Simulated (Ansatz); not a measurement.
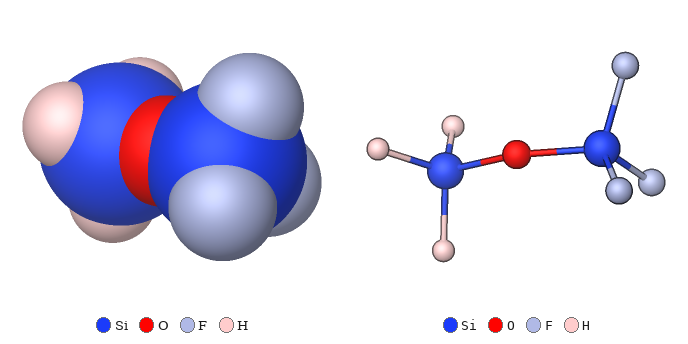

The same structure drawn twice, from different directions.

The geometry was computed by an optimisation with PBE0-D4/def2-TZVP.

Describe the molecule.

It has 9 atoms: 3 fluorine, 3 hydrogen, 1 oxygen and 2 silicon (F₃H₃OSi₂). Coordination: 2 Si tetrahedral; 1 O bent.

The parts below concern this one geometry. Atoms keep their numbers from picture to picture.

### Geometry

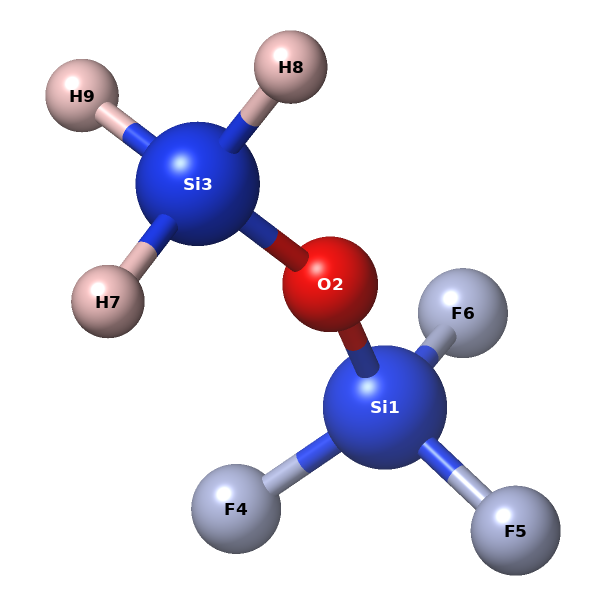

Numbered structure.

Which atoms are bonded, and how long are the bonds?

```tsv
bond	length (Å)
Si1–O2	1.585
Si1–F4	1.571
Si1–F5	1.568
Si1–F6	1.569
O2–Si3	1.646
Si3–H7	1.482
Si3–H8	1.480
Si3–H9	1.482
```

### Charges

The questions are on Mulliken charges. Properties computed with RKS PBE0-D4/def2-TZVP (Ansatz 0.2.0).

Which atom carries the highest charge (most positive or least negative)?

Answer. Si1 (0.90 e).

And the lowest?

Answer. O2 (−0.30 e).

List the Mulliken charges.

| atom | value (e) |
| --- | --- |
| Si1 | 0.90 |
| O2 | −0.30 |
| Si3 | 0.29 |
| F4 | −0.28 |
| F5 | −0.28 |
| F6 | −0.28 |
| H7 | −0.02 |
| H8 | −0.02 |
| H9 | −0.02 |

### Vibrations

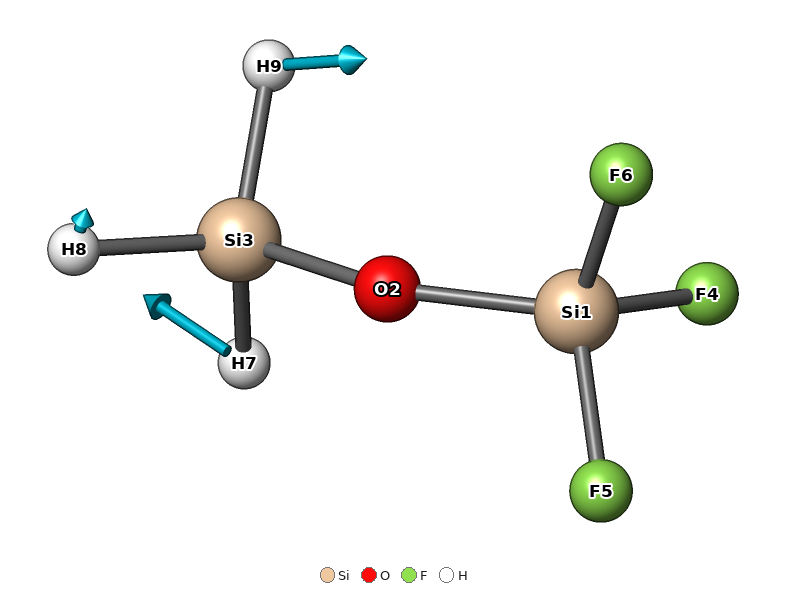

The arrows show one normal mode. Harmonic vibrations computed with RKS PBE0-D4/def2-TZVP (Ansatz 0.2.0) at a stationary point of the same level.

Describe the motion.

Answer. Mostly H–Si–O bending.

Estimate its harmonic wavenumber.

Answer. 728 cm⁻¹; it is mode 10 of 21 counted from the lowest.

### Dipole moment

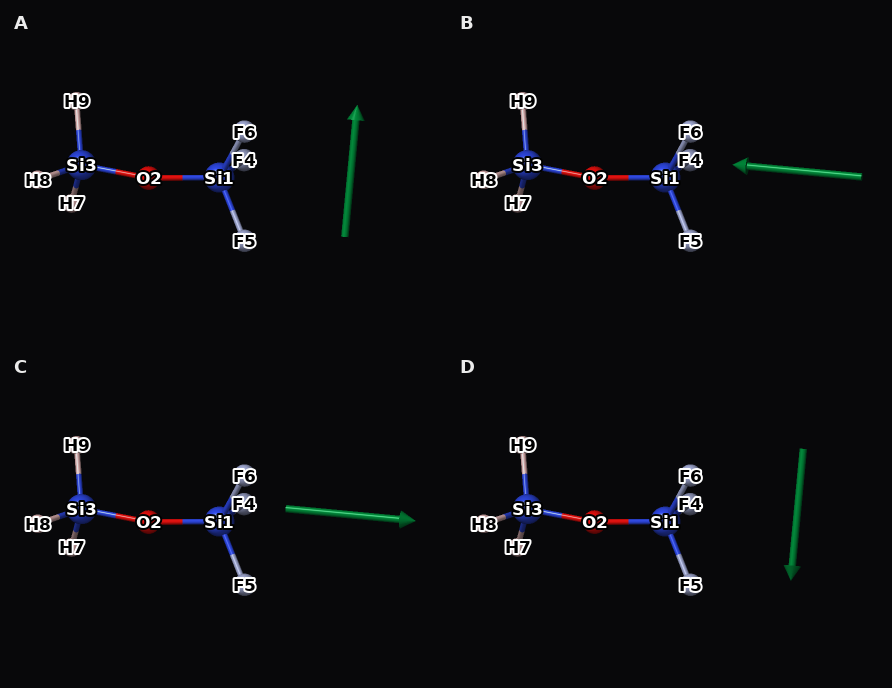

The same molecule four times, each with an arrow. Properties computed with RKS PBE0-D4/def2-TZVP (Ansatz 0.2.0).

Which arrow points along the dipole moment, from the negative to the positive end?

Answer. B. The dipole moment is 2.00 D; it points from the side of F5, F6 to the side of H8 (the outermost atoms at the two ends).

Mulliken values depend strongly on the basis set and can even reverse the polarity of a bond.
